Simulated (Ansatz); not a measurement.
Base system: BeTe in the zinc blende structure (space group F-43m, No. 216; a = 5.664 Å).

One thing is altered: every lattice vector is shortened by 1.00 %; the atoms relax in the strained cell.

The values are results of Ansatz (an electronic-structure program), PBE, PAW, cutoff 420 eV, no spin-orbit coupling, not measurements.

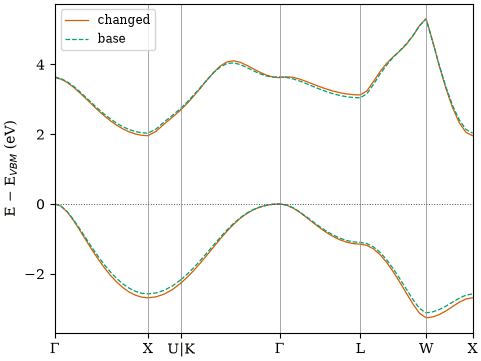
Figure. Highest valence and lowest conduction band along the path, each from its own valence-band maximum

The gap is 1.96 eV, indirect, Γ → X; the base has 2.03 eV.

Spin-orbit coupling, missing from the scalar runs, can matter with Te. Semilocal Kohn–Sham gaps tend to fall short of experiment. Stability against distortions was not tested.
